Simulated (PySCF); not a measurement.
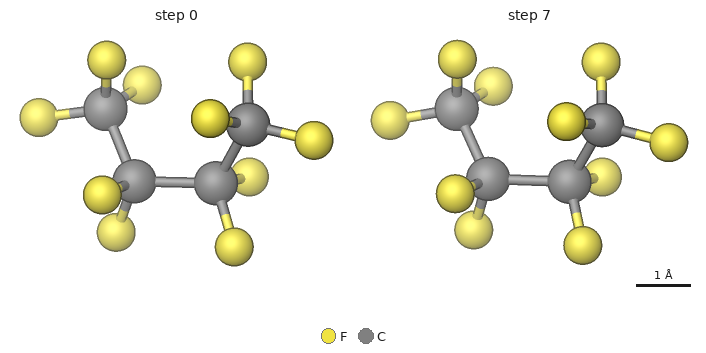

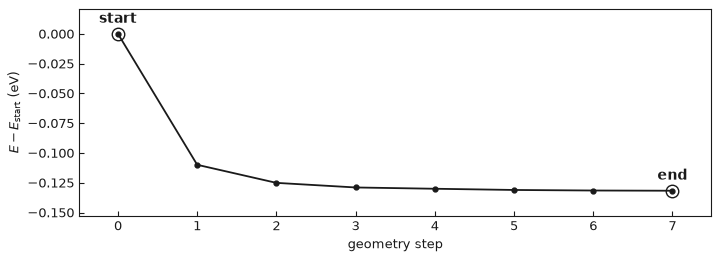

First and last geometry of a relaxation of C₄F₁₀, with the history of the run. A ball-and-stick model, seen at a tilt.

The start comes from GFN2-xTB. Its atoms were then displaced at random by about 0.01 Å.

Level of theory: PySCF 2.14.0, density-fitted response routines, PBE0-D3(BJ)/def2-SVP geometry optimisation, gas phase. 

**What do the curves and the structures tell?**

It converged. An F atom moves most after the best rigid fit: 0.11 Å. By element the largest moves are F 0.11 Å, C 0.05 Å. Among the contacts that change: C–C 1.579 → 1.546 Å, C–F 1.338 → 1.323 Å, C–F 1.349 → 1.338 Å, C–C 1.545 → 1.552 Å. Bond angles that change, for instance: C–C–C 114.1° → 117.6°, F–C–F 105.7° → 109.1°, C–C–F 111.6° → 108.7°. Over 7 geometry steps the energy falls by 0.132 eV.
